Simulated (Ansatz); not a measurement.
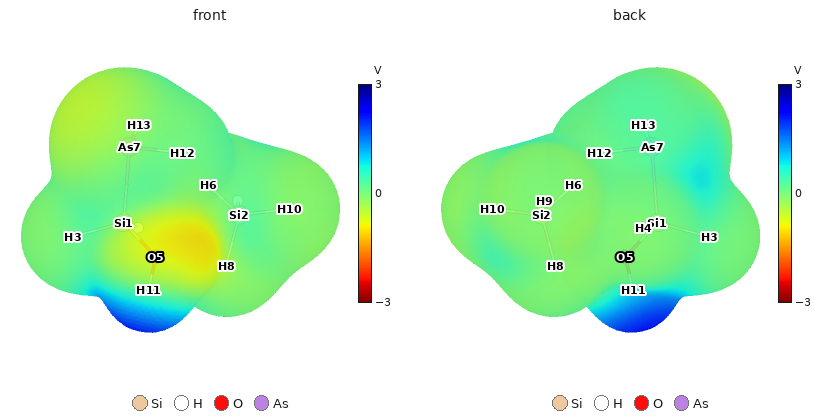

The picture shows: AsH$_{5}$OSi···SiH$_{4}$. The electrostatic potential painted on the density surface at 0.001 e/bohr³, seen from the front and from behind; red is negative and blue positive.

Not at a stationary point (largest force 1.2 eV/Å).

These are results of RKS PBE/def2-SVP in Ansatz, not measurements.

```xyz
13

Si   -0.7001    1.2668    0.5935
Si    0.6238   -1.9256   -0.1066
H    -1.5547    2.3238    1.2628
H    -1.3918   -0.0509    0.8520
O     0.8744    1.3105    1.2089
H     0.3471   -0.7149   -0.8653
As   -0.5244    1.8425   -1.6500
H     0.7867   -1.6367    1.3604
H    -0.5172   -2.8958   -0.2872
H     1.8851   -2.5678   -0.6214
H     0.9059    1.3723    2.1820
H     0.7258    0.9695   -1.8205
H    -1.4605    0.7061   -2.1084
```

Question: Which sites attract a positive test charge, and which a negative one?

Answer: A positive charge is drawn to the negative regions and a negative charge to the positive ones. The most negative region (about −1.0 V, or −23 kcal/mol for a unit charge) lies over O5, the most positive (about +2.1 V, or +48 kcal/mol for a unit charge) over H11.
